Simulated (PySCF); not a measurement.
**C₄H₇Al: core binding energies at several levels of theory**

How much do the core binding energies of C₄H₇Al (`CC#[C][AlH][CH3]`) depend on the level of theory, and what does each level cost?

The runs use PySCF 2.14.0, with density-fitted response routines of our own; the level of theory stands in each step. All values are computed, except where a source is named. Atoms count from 0, in the outputs and in this text.

**1. The molecule as given**

12 atoms, charge 0, multiplicity 1; geometry from: PBE0-D3(BJ)/def2-SVP.

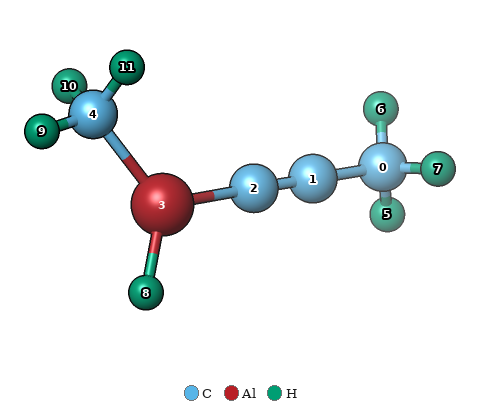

As it starts; carbon blue, aluminium red, hydrogen teal, atoms numbered.

**2. Core holes by ΔSCF: SCAN, X2C**

What the job is given:

```
{"job": {"kind": "xps"}, "charge": 0, "multiplicity": 1}
C      2.970654     0.544546     0.249674
C      1.609586     0.072745     0.074885
C      0.460044    -0.324492    -0.071479
Al    -1.321689    -0.967723    -0.304488
C     -2.822863     0.077283     0.379305
H      3.549672     0.437923    -0.681214
H      2.993570     1.604738     0.546782
H      3.488811    -0.035505     1.030007
H     -1.521552    -2.354824    -1.054491
H     -3.799312    -0.386673     0.170657
H     -2.828581     1.091481    -0.055443
H     -2.738565     0.212269     1.471535
```

With the program's defaults for keys left out, this is: delta-SCF UKS SCAN, pcX-2 on the ionised atom, pcseg-1 elsewhere, spin-free X2C.

Started as:

```bash
> OMP_NUM_THREADS=1 python probes_run.py task.json out
```

One launch serves the whole session: the jobs run in the order shown.

Standard output:

```text
ground state, core basis on atom 0 (C), 140 functions
  cycle   1  E = -399.24151346  |g| = 6.33e-01
  cycle   2  E = -399.14259330  |g| = 8.25e-01
  cycle   3  E = -399.33914458  |g| = 2.30e-01
  cycle   4  E = -399.35329124  |g| = 6.73e-02
  cycle   5  E = -399.35453997  |g| = 1.58e-02
  cycle   6  E = -399.35460847  |g| = 4.04e-03
  cycle   7  E = -399.35461210  |g| = 1.10e-03
  cycle   8  E = -399.35461407  |g| = 3.68e-04
  E(ground) = -399.39201713 Eh
hole in C 1s of atom 0
  cycle   1  E = -388.08225638  |g| = 1.50e+00
  cycle   2  E = -385.53956138  |g| = 2.46e+00
  cycle   3  E = -388.16394314  |g| = 8.40e-01
  cycle   4  E = -388.34117358  |g| = 7.38e-01
  cycle   5  E = -388.62670646  |g| = 1.43e-01
  cycle   6  E = -388.63456769  |g| = 7.87e-02
  cycle   7  E = -388.63813931  |g| = 1.28e-02
  cycle   8  E = -388.63825046  |g| = 5.67e-03
  cycle   9  E = -388.63828007  |g| = 2.81e-03
  cycle  10  E = -388.63829620  |g| = 1.69e-03
  cycle  11  E = -388.63830647  |g| = 1.04e-03
  cycle  12  E = -388.63831072  |g| = 5.89e-04
  cycle  13  E = -388.63831366  |g| = 2.33e-04
  E(ion) = -388.67505222 Eh   <S^2> = 0.7710   hole on atom = 1.000   binding energy = 291.623 eV
ground state, core basis on atom 1 (C), 140 functions
  cycle   1  E = -399.35842376  |g| = 5.93e-02
  cycle   2  E = -399.35813002  |g| = 4.00e-02
  cycle   3  E = -399.35766250  |g| = 5.73e-02
  cycle   4  E = -399.35850455  |g| = 1.14e-02
  cycle   5  E = -399.35854024  |g| = 4.04e-04
  cycle   6  E = -399.35854043  |g| = 1.74e-04
  E(ground) = -399.39707217 Eh
hole in C 1s of atom 1
  cycle   1  E = -388.11008275  |g| = 1.51e+00
  cycle   2  E = -385.66965032  |g| = 2.31e+00
  cycle   3  E = -388.43692657  |g| = 6.37e-01
  cycle   4  E = -388.65290917  |g| = 2.63e-01
  cycle   5  E = -388.68036322  |g| = 1.65e-01
  cycle   6  E = -388.69177901  |g| = 6.87e-02
  cycle   7  E = -388.69417400  |g| = 2.42e-02
  cycle   8  E = -388.69472275  |g| = 8.41e-03
  cycle   9  E = -388.69497054  |g| = 5.50e-03
  cycle  10  E = -388.69509118  |g| = 2.19e-03
  cycle  11  E = -388.69509706  |g| = 1.11e-03
  cycle  12  E = -388.69509912  |g| = 5.85e-04
  cycle  13  E = -388.69509956  |g| = 2.38e-04
  E(ion) = -388.73230674 Eh   <S^2> = 0.8715   hole on atom = 1.000   binding energy = 290.203 eV
ground state, core basis on atom 2 (C), 140 functions
  cycle   1  E = -399.35905835  |g| = 6.39e-02
  cycle   2  E = -399.35749837  |g| = 8.27e-02
  cycle   3  E = -399.35847716  |g| = 5.46e-02
  cycle   4  E = -399.35928534  |g| = 6.51e-03
  cycle   5  E = -399.35929965  |g| = 6.46e-04
  cycle   6  E = -399.35929766  |g| = 1.55e-04
  E(ground) = -399.39722491 Eh
hole in C 1s of atom 2
  cycle   1  E = -388.14883573  |g| = 1.51e+00
  cycle   2  E = -386.95785553  |g| = 2.02e+00
  cycle   3  E = -388.50770897  |g| = 6.78e-01
  cycle   4  E = -388.63793720  |g| = 4.24e-01
  cycle   5  E = -388.72530690  |g| = 1.23e-01
  cycle   6  E = -388.73419029  |g| = 3.51e-02
  cycle   7  E = -388.73499006  |g| = 1.33e-02
  cycle   8  E = -388.73528321  |g| = 8.34e-03
  cycle   9  E = -388.73542883  |g| = 6.15e-03
  cycle  10  E = -388.73552030  |g| = 2.79e-03
  cycle  11  E = -388.73553129  |g| = 8.33e-04
  cycle  12  E = -388.73553188  |g| = 2.26e-04
  E(ion) = -388.77257067 Eh   <S^2> = 0.8347   hole on atom = 1.000   binding energy = 289.112 eV
ground state, core basis on atom 3 (Al), 151 functions
  cycle   1  E = -399.42552016  |g| = 2.41e-01
  cycle   2  E = -399.42419439  |g| = 8.36e-02
  cycle   3  E = -399.41616633  |g| = 1.87e-01
  cycle   4  E = -399.42582903  |g| = 1.62e-02
  cycle   5  E = -399.42586946  |g| = 8.17e-04
  cycle   6  E = -399.42586970  |g| = 2.54e-04
  E(ground) = -399.42668551 Eh
hole in Al 1s of atom 3
  cycle   1  E = -340.85013056  |g| = 3.97e+00
  cycle   2  E = -340.32754797  |g| = 2.21e+00
  cycle   3  E = -340.17106378  |g| = 1.52e+00
  cycle   4  E = -341.72471925  |g| = 4.81e-01
  cycle   5  E = -341.75901513  |g| = 4.13e-01
  cycle   6  E = -341.84178598  |g| = 1.31e-01
  cycle   7  E = -341.85254442  |g| = 2.69e-02
  cycle   8  E = -341.85294616  |g| = 9.66e-03
  cycle   9  E = -341.85300595  |g| = 2.36e-03
  cycle  10  E = -341.85300924  |g| = 9.92e-04
  cycle  11  E = -341.85300994  |g| = 3.98e-04
  E(ion) = -341.85766899 Eh   <S^2> = 0.7526   hole on atom = 1.000   binding energy = 1566.533 eV
hole in Al 2p of atom 3
  cycle   1  E = -396.18418258  |g| = 1.07e+00
  cycle   2  E = -395.58819740  |g| = 1.23e+00
  cycle   3  E = -396.16083673  |g| = 6.78e-01
  cycle   4  E = -396.42316206  |g| = 2.75e-01
  cycle   5  E = -396.45365852  |g| = 1.31e-01
  cycle   6  E = -396.46239030  |g| = 4.44e-02
  cycle   7  E = -396.46376761  |g| = 1.22e-02
  cycle   8  E = -396.46386159  |g| = 4.54e-03
  cycle   9  E = -396.46387714  |g| = 1.68e-03
  cycle  10  E = -396.46388313  |g| = 1.12e-03
  cycle  11  E = -396.46388648  |g| = 7.64e-04
  cycle  12  E = -396.46388881  |g| = 3.47e-04
  E(ion) = -396.47133800 Eh   <S^2> = 0.7600   hole on atom = 1.003   binding energy = 80.419 eV
  2p3/2 = 79.926 eV   2p1/2 = 80.516 eV
ground state, core basis on atom 4 (C), 140 functions
  cycle   1  E = -399.35545741  |g| = 5.75e-02
  cycle   2  E = -399.35538916  |g| = 2.22e-02
  cycle   3  E = -399.35516160  |g| = 3.63e-02
  cycle   4  E = -399.35549035  |g| = 1.17e-02
  cycle   5  E = -399.35552421  |g| = 9.15e-04
  cycle   6  E = -399.35552516  |g| = 1.31e-04
  E(ground) = -399.39257867 Eh
hole in C 1s of atom 4
  cycle   1  E = -388.14320095  |g| = 1.50e+00
  cycle   2  E = -387.56383844  |g| = 1.72e+00
  cycle   3  E = -388.63730694  |g| = 3.91e-01
  cycle   4  E = -388.58450604  |g| = 4.51e-01
  cycle   5  E = -388.71076544  |g| = 8.05e-02
  cycle   6  E = -388.71364879  |g| = 3.30e-02
  cycle   7  E = -388.71432473  |g| = 6.13e-03
  cycle   8  E = -388.71435136  |g| = 1.70e-03
  cycle   9  E = -388.71435362  |g| = 8.42e-04
  cycle  10  E = -388.71435360  |g| = 4.04e-04
  E(ion) = -388.75007491 Eh   <S^2> = 0.7666   hole on atom = 1.000   binding energy = 289.597 eV
```

Wall time 30 s (1 thread of Arm Neoverse V1, shared host); peak memory 0.53 GiB.

Binding energies by hole, beside the orbital energy of the ground state; the difference holds orbital relaxation and, for a density functional, its self-interaction error:

| hole | stands for | environment | ΔSCF (eV; 2p as the shell's mean) | −ε (eV) | ⟨S²⟩ |
| --- | --- | --- | --- | --- | --- |
| C1s on C0 | C0 | propargylic methyl carbon | 291.62 | 274.4 | 0.771 |
| C1s on C1 | C1 | alkyne carbon | 290.20 (doubtful) | 273.7 | 0.871 |
| C1s on C2 | C2 | alkyne carbon | 289.11 | 272.7 | 0.835 |
| Al1s on Al3 | Al3 | aluminium bonded to 2 C, H | 1566.53 | 1517.8 | 0.753 |
| Al2p on Al3 | Al3 | aluminium bonded to 2 C, H | 80.12 | 70.4 | 0.760 |
| C1s on C4 | C4 | methyl carbon bonded to Al | 289.60 | 272.7 | 0.767 |

Doubtful: the ion did not converge, its hole moved, or its ⟨S²⟩ is well above 0.75. Rows just under that mark are hardly safer.

With the spin-orbit splitting: Al3 2p3/2 79.93, 2p1/2 80.52 eV. The table gives each 2p level as the mean over the whole 2p shell (two parts 2p3/2, one part 2p1/2), which differs a little from the single hole in the log.

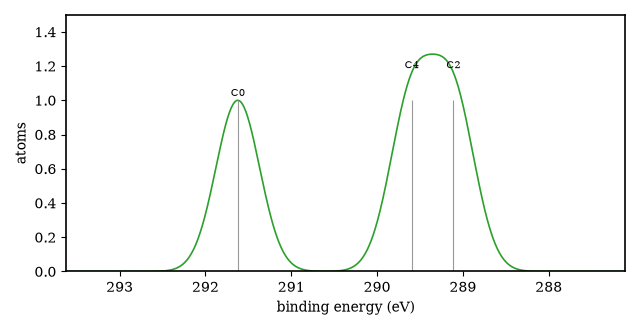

The C1s photoelectron lines, weighted by the number of atoms. Only 3 of the 4 C atoms are covered by sound results. Lines are broadened to a width of 0.60 eV (Gaussian).

**3. Core-electron binding energies: B3LYP, X2C**

Settings changed since step 2:

```diff
@@ -1,2 +1,2 @@
-{"job": {"kind": "xps"}, "charge": 0, "multiplicity": 1}
+{"job": {"kind": "xps", "xc": "B3LYP"}, "charge": 0, "multiplicity": 1}
 C      2.970654     0.544546     0.249674
```

Method: delta-SCF UKS B3LYP, pcX-2 on the ionised atom, pcseg-1 elsewhere, spin-free X2C.

Standard output:

```text
ground state, core basis on atom 0 (C), 140 functions
  cycle   1  E = -399.41327241  |g| = 5.36e-01
  cycle   2  E = -399.36088059  |g| = 6.79e-01
  cycle   3  E = -399.48417114  |g| = 1.86e-01
  cycle   4  E = -399.49308203  |g| = 4.30e-02
  cycle   5  E = -399.49355653  |g| = 1.12e-02
  cycle   6  E = -399.49358914  |g| = 2.59e-03
  cycle   7  E = -399.49359081  |g| = 3.77e-04
  E(ground) = -399.49363612 Eh
hole in C 1s of atom 0
  cycle   1  E = -388.22614275  |g| = 1.51e+00
  cycle   2  E = -387.63801288  |g| = 1.74e+00
  cycle   3  E = -388.60204888  |g| = 5.84e-01
  cycle   4  E = -388.66999720  |g| = 4.48e-01
  cycle   5  E = -388.77355748  |g| = 4.32e-02
  cycle   6  E = -388.77436140  |g| = 1.62e-02
  cycle   7  E = -388.77452502  |g| = 1.87e-03
  cycle   8  E = -388.77452734  |g| = 1.24e-03
  cycle   9  E = -388.77452950  |g| = 6.49e-04
  cycle  10  E = -388.77453032  |g| = 1.59e-04
  E(ion) = -388.77454791 Eh   <S^2> = 0.7594   hole on atom = 1.000   binding energy = 291.681 eV
ground state, core basis on atom 1 (C), 140 functions
  cycle   1  E = -399.49762123  |g| = 4.45e-02
  cycle   2  E = -399.49737148  |g| = 3.62e-02
  cycle   3  E = -399.49738550  |g| = 3.53e-02
  cycle   4  E = -399.49769575  |g| = 5.78e-03
  cycle   5  E = -399.49770516  |g| = 2.33e-04
  E(ground) = -399.49769517 Eh
hole in C 1s of atom 1
  cycle   1  E = -388.25367176  |g| = 1.52e+00
  cycle   2  E = -386.72537396  |g| = 2.15e+00
  cycle   3  E = -388.68514360  |g| = 5.13e-01
  cycle   4  E = -388.78208453  |g| = 2.99e-01
  cycle   5  E = -388.82104536  |g| = 1.01e-01
  cycle   6  E = -388.82642858  |g| = 4.36e-02
  cycle   7  E = -388.82736718  |g| = 7.28e-03
  cycle   8  E = -388.82746417  |g| = 3.41e-03
  cycle   9  E = -388.82750968  |g| = 2.02e-03
  cycle  10  E = -388.82752446  |g| = 8.23e-04
  cycle  11  E = -388.82752491  |g| = 1.89e-04
  E(ion) = -388.82750536 Eh   <S^2> = 0.7890   hole on atom = 1.000   binding energy = 290.351 eV
ground state, core basis on atom 2 (C), 140 functions
  cycle   1  E = -399.49812635  |g| = 4.71e-02
  cycle   2  E = -399.49737559  |g| = 5.93e-02
  cycle   3  E = -399.49804181  |g| = 3.03e-02
  cycle   4  E = -399.49827721  |g| = 3.04e-03
  cycle   5  E = -399.49827981  |g| = 1.57e-04
  E(ground) = -399.49820979 Eh
hole in C 1s of atom 2
  cycle   1  E = -388.29201905  |g| = 1.51e+00
  cycle   2  E = -387.32098298  |g| = 1.97e+00
  cycle   3  E = -388.67843648  |g| = 6.40e-01
  cycle   4  E = -388.81185138  |g| = 3.28e-01
  cycle   5  E = -388.86552066  |g| = 5.93e-02
  cycle   6  E = -388.86751821  |g| = 1.68e-02
  cycle   7  E = -388.86769695  |g| = 5.07e-03
  cycle   8  E = -388.86774598  |g| = 3.01e-03
  cycle   9  E = -388.86776673  |g| = 2.05e-03
  cycle  10  E = -388.86777638  |g| = 4.81e-04
  E(ion) = -388.86772509 Eh   <S^2> = 0.7797   hole on atom = 1.000   binding energy = 289.270 eV
ground state, core basis on atom 3 (Al), 151 functions
  cycle   1  E = -399.53761003  |g| = 1.37e-01
  cycle   2  E = -399.53768544  |g| = 2.95e-02
  cycle   3  E = -399.53768723  |g| = 2.04e-02
  cycle   4  E = -399.53771512  |g| = 1.36e-02
  cycle   5  E = -399.53776219  |g| = 1.27e-03
  cycle   6  E = -399.53776301  |g| = 1.16e-04
  E(ground) = -399.53781788 Eh
hole in Al 1s of atom 3
  cycle   1  E = -340.98858410  |g| = 4.02e+00
  cycle   2  E = -340.71729338  |g| = 2.13e+00
  cycle   3  E = -341.25462488  |g| = 1.08e+00
  cycle   4  E = -341.82891508  |g| = 5.81e-01
  cycle   5  E = -341.97352277  |g| = 2.43e-01
  cycle   6  E = -342.00476092  |g| = 6.01e-02
  cycle   7  E = -342.00696154  |g| = 1.37e-02
  cycle   8  E = -342.00706463  |g| = 4.02e-03
  cycle   9  E = -342.00707296  |g| = 1.03e-03
  cycle  10  E = -342.00707419  |g| = 3.36e-04
  E(ion) = -342.00709049 Eh   <S^2> = 0.7520   hole on atom = 1.000   binding energy = 1565.491 eV
hole in Al 2p of atom 3
  cycle   1  E = -396.30379737  |g| = 1.08e+00
  cycle   2  E = -395.97354910  |g| = 1.10e+00
  cycle   3  E = -396.38743153  |g| = 5.56e-01
  cycle   4  E = -396.56210876  |g| = 1.92e-01
  cycle   5  E = -396.57603208  |g| = 9.21e-02
  cycle   6  E = -396.58058215  |g| = 2.05e-02
  cycle   7  E = -396.58086952  |g| = 4.70e-03
  cycle   8  E = -396.58088289  |g| = 1.25e-03
  cycle   9  E = -396.58088506  |g| = 4.80e-04
  E(ion) = -396.58091312 Eh   <S^2> = 0.7544   hole on atom = 1.003   binding energy = 80.461 eV
  2p3/2 = 80.147 eV   2p1/2 = 80.615 eV
ground state, core basis on atom 4 (C), 140 functions
  cycle   1  E = -399.49460856  |g| = 4.24e-02
  cycle   2  E = -399.49458441  |g| = 1.72e-02
  cycle   3  E = -399.49451920  |g| = 2.35e-02
  cycle   4  E = -399.49465607  |g| = 6.32e-03
  cycle   5  E = -399.49466673  |g| = 7.55e-04
  cycle   6  E = -399.49466739  |g| = 4.68e-05
  E(ground) = -399.49447127 Eh
hole in C 1s of atom 4
  cycle   1  E = -388.28388904  |g| = 1.51e+00
  cycle   2  E = -387.85364051  |g| = 1.66e+00
  cycle   3  E = -388.81261853  |g| = 2.76e-01
  cycle   4  E = -388.81239484  |g| = 2.48e-01
  cycle   5  E = -388.84657482  |g| = 4.14e-02
  cycle   6  E = -388.84735685  |g| = 1.43e-02
  cycle   7  E = -388.84748786  |g| = 2.16e-03
  cycle   8  E = -388.84749219  |g| = 8.29e-04
  cycle   9  E = -388.84749198  |g| = 4.70e-04
  E(ion) = -388.84728957 Eh   <S^2> = 0.7597   hole on atom = 1.000   binding energy = 289.725 eV
```

It took 34 s on 1 thread of Arm Neoverse V1, shared host; peak memory 0.61 GiB.

Binding energies by hole, beside the orbital energy of the ground state; the difference holds orbital relaxation and, for a density functional, its self-interaction error:

| hole | stands for | environment | ΔSCF (eV; 2p as the shell's mean) | −ε (eV) | ⟨S²⟩ |
| --- | --- | --- | --- | --- | --- |
| C1s on C0 | C0 | propargylic methyl carbon | 291.68 | 277.7 | 0.759 |
| C1s on C1 | C1 | alkyne carbon | 290.35 | 277.0 | 0.789 |
| C1s on C2 | C2 | alkyne carbon | 289.27 | 276.0 | 0.780 |
| Al1s on Al3 | Al3 | aluminium bonded to 2 C, H | 1565.49 | 1527.0 | 0.752 |
| Al2p on Al3 | Al3 | aluminium bonded to 2 C, H | 80.30 | 72.6 | 0.754 |
| C1s on C4 | C4 | methyl carbon bonded to Al | 289.72 | 276.2 | 0.760 |

With the spin-orbit splitting: Al3 2p3/2 80.15, 2p1/2 80.61 eV. The table gives each 2p level as the mean over the whole 2p shell (two parts 2p3/2, one part 2p1/2), which differs a little from the single hole in the log.

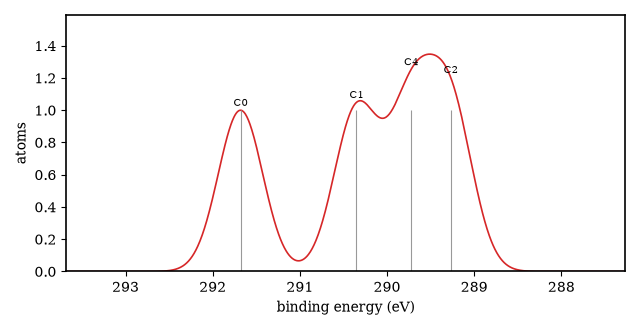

The C1s photoelectron lines, weighted by the number of atoms. Lines are broadened to a width of 0.60 eV (Gaussian).

**4. Core holes by ΔSCF: PBE0, X2C**

Settings changed since step 3:

```diff
@@ -1,2 +1,2 @@
-{"job": {"kind": "xps", "xc": "B3LYP"}, "charge": 0, "multiplicity": 1}
+{"job": {"kind": "xps", "xc": "PBE0"}, "charge": 0, "multiplicity": 1}
 C      2.970654     0.544546     0.249674
```

Level: delta-SCF UKS PBE0, pcX-2 on the ionised atom, pcseg-1 elsewhere, spin-free X2C.

Standard output:

```text
ground state, core basis on atom 0 (C), 140 functions
  cycle   1  E = -399.08003437  |g| = 4.75e-01
  cycle   2  E = -399.05220742  |g| = 5.66e-01
  cycle   3  E = -399.13551876  |g| = 1.67e-01
  cycle   4  E = -399.14274144  |g| = 3.48e-02
  cycle   5  E = -399.14305074  |g| = 8.63e-03
  cycle   6  E = -399.14307148  |g| = 1.83e-03
  cycle   7  E = -399.14307211  |g| = 2.97e-04
  E(ground) = -399.14315164 Eh
hole in C 1s of atom 0
  cycle   1  E = -387.89735777  |g| = 1.51e+00
  cycle   2  E = -387.48566789  |g| = 1.60e+00
  cycle   3  E = -388.30269231  |g| = 5.33e-01
  cycle   4  E = -388.36669921  |g| = 3.89e-01
  cycle   5  E = -388.44401406  |g| = 3.52e-02
  cycle   6  E = -388.44457912  |g| = 1.22e-02
  cycle   7  E = -388.44467494  |g| = 1.80e-03
  cycle   8  E = -388.44468054  |g| = 7.73e-04
  cycle   9  E = -388.44468140  |g| = 3.04e-04
  E(ion) = -388.44473332 Eh   <S^2> = 0.7623   hole on atom = 1.000   binding energy = 291.119 eV
ground state, core basis on atom 1 (C), 140 functions
  cycle   1  E = -399.14746561  |g| = 6.00e-02
  cycle   2  E = -399.14735004  |g| = 2.75e-02
  cycle   3  E = -399.14715770  |g| = 3.88e-02
  cycle   4  E = -399.14752869  |g| = 6.14e-03
  cycle   5  E = -399.14753850  |g| = 1.45e-04
  E(ground) = -399.14757104 Eh
hole in C 1s of atom 1
  cycle   1  E = -387.92185038  |g| = 1.52e+00
  cycle   2  E = -386.74483234  |g| = 2.01e+00
  cycle   3  E = -388.36074452  |g| = 5.14e-01
  cycle   4  E = -388.44938258  |g| = 3.04e-01
  cycle   5  E = -388.49080632  |g| = 8.83e-02
  cycle   6  E = -388.49530528  |g| = 3.09e-02
  cycle   7  E = -388.49585709  |g| = 7.99e-03
  cycle   8  E = -388.49602386  |g| = 4.67e-03
  cycle   9  E = -388.49613362  |g| = 2.74e-03
  cycle  10  E = -388.49615539  |g| = 9.08e-04
  cycle  11  E = -388.49615685  |g| = 1.83e-04
  E(ion) = -388.49617843 Eh   <S^2> = 0.8110   hole on atom = 1.000   binding energy = 289.839 eV
ground state, core basis on atom 2 (C), 140 functions
  cycle   1  E = -399.14766067  |g| = 6.34e-02
  cycle   2  E = -399.14685926  |g| = 6.20e-02
  cycle   3  E = -399.14735446  |g| = 4.39e-02
  cycle   4  E = -399.14785065  |g| = 7.36e-04
  cycle   5  E = -399.14785079  |g| = 2.04e-04
  E(ground) = -399.14783531 Eh
hole in C 1s of atom 2
  cycle   1  E = -387.95911748  |g| = 1.51e+00
  cycle   2  E = -387.16516151  |g| = 1.85e+00
  cycle   3  E = -388.36214522  |g| = 6.14e-01
  cycle   4  E = -388.49433808  |g| = 2.85e-01
  cycle   5  E = -388.53463099  |g| = 4.85e-02
  cycle   6  E = -388.53603610  |g| = 1.42e-02
  cycle   7  E = -388.53620623  |g| = 5.69e-03
  cycle   8  E = -388.53629825  |g| = 3.47e-03
  cycle   9  E = -388.53634407  |g| = 2.40e-03
  cycle  10  E = -388.53635518  |g| = 5.49e-04
  cycle  11  E = -388.53635517  |g| = 8.76e-05
  E(ion) = -388.53633712 Eh   <S^2> = 0.7952   hole on atom = 1.000   binding energy = 288.754 eV
ground state, core basis on atom 3 (Al), 151 functions
  cycle   1  E = -399.18697805  |g| = 1.77e-01
  cycle   2  E = -399.18701261  |g| = 2.44e-02
  cycle   3  E = -399.18693206  |g| = 2.74e-02
  cycle   4  E = -399.18707538  |g| = 1.17e-02
  cycle   5  E = -399.18711051  |g| = 1.26e-03
  cycle   6  E = -399.18711132  |g| = 9.77e-05
  E(ground) = -399.18720874 Eh
hole in Al 1s of atom 3
  cycle   1  E = -340.66741514  |g| = 4.02e+00
  cycle   2  E = -340.64766760  |g| = 1.98e+00
  cycle   3  E = -341.10275337  |g| = 9.65e-01
  cycle   4  E = -341.54548362  |g| = 5.20e-01
  cycle   5  E = -341.66708623  |g| = 1.83e-01
  cycle   6  E = -341.68526082  |g| = 4.36e-02
  cycle   7  E = -341.68640469  |g| = 1.01e-02
  cycle   8  E = -341.68646145  |g| = 2.84e-03
  cycle   9  E = -341.68646574  |g| = 8.33e-04
  cycle  10  E = -341.68646646  |g| = 2.64e-04
  E(ion) = -341.68652739 Eh   <S^2> = 0.7521   hole on atom = 1.000   binding energy = 1564.673 eV
hole in Al 2p of atom 3
  cycle   1  E = -395.96446261  |g| = 1.07e+00
  cycle   2  E = -395.77734870  |g| = 9.81e-01
  cycle   3  E = -396.08331457  |g| = 5.09e-01
  cycle   4  E = -396.22843722  |g| = 1.56e-01
  cycle   5  E = -396.23794276  |g| = 7.04e-02
  cycle   6  E = -396.24066061  |g| = 1.54e-02
  cycle   7  E = -396.24082290  |g| = 3.34e-03
  cycle   8  E = -396.24083094  |g| = 1.10e-03
  cycle   9  E = -396.24083244  |g| = 5.13e-04
  cycle  10  E = -396.24083390  |g| = 3.35e-04
  E(ion) = -396.24090200 Eh   <S^2> = 0.7562   hole on atom = 1.003   binding energy = 80.173 eV
  2p3/2 = 79.858 eV   2p1/2 = 80.325 eV
ground state, core basis on atom 4 (C), 140 functions
  cycle   1  E = -399.14366780  |g| = 5.78e-02
  cycle   2  E = -399.14366327  |g| = 1.22e-02
  cycle   3  E = -399.14360290  |g| = 1.95e-02
  cycle   4  E = -399.14370112  |g| = 4.36e-03
  cycle   5  E = -399.14370598  |g| = 4.98e-04
  E(ground) = -399.14354412 Eh
hole in C 1s of atom 4
  cycle   1  E = -387.95236308  |g| = 1.51e+00
  cycle   2  E = -387.66219447  |g| = 1.54e+00
  cycle   3  E = -388.48809289  |g| = 2.51e-01
  cycle   4  E = -388.49522576  |g| = 1.95e-01
  cycle   5  E = -388.51575989  |g| = 3.33e-02
  cycle   6  E = -388.51628336  |g| = 1.06e-02
  cycle   7  E = -388.51635423  |g| = 2.15e-03
  cycle   8  E = -388.51635939  |g| = 8.40e-04
  cycle   9  E = -388.51636019  |g| = 4.30e-04
  E(ion) = -388.51615541 Eh   <S^2> = 0.7627   hole on atom = 1.000   binding energy = 289.186 eV
```

It took 34 s on 1 thread of Arm Neoverse V1, shared host; peak memory 0.63 GiB.

The holes in one table. −ε is the ground-state orbital energy:

| hole | stands for | environment | ΔSCF (eV; 2p as the shell's mean) | −ε (eV) | ⟨S²⟩ |
| --- | --- | --- | --- | --- | --- |
| C1s on C0 | C0 | propargylic methyl carbon | 291.12 | 279.0 | 0.762 |
| C1s on C1 | C1 | alkyne carbon | 289.84 | 278.5 | 0.811 |
| C1s on C2 | C2 | alkyne carbon | 288.75 | 277.5 | 0.795 |
| Al1s on Al3 | Al3 | aluminium bonded to 2 C, H | 1564.67 | 1530.5 | 0.752 |
| Al2p on Al3 | Al3 | aluminium bonded to 2 C, H | 80.01 | 73.3 | 0.756 |
| C1s on C4 | C4 | methyl carbon bonded to Al | 289.19 | 277.5 | 0.763 |

With the spin-orbit splitting: Al3 2p3/2 79.86, 2p1/2 80.32 eV. The table gives each 2p level as the mean over the whole 2p shell (two parts 2p3/2, one part 2p1/2), which differs a little from the single hole in the log.

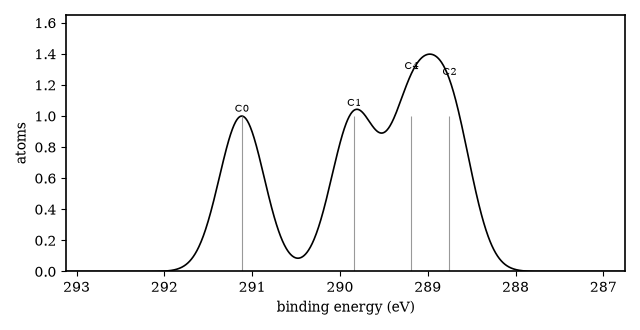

The C1s photoelectron lines, weighted by the number of atoms. Lines are broadened to a width of 0.60 eV (Gaussian).

[end of part 1 of 3]
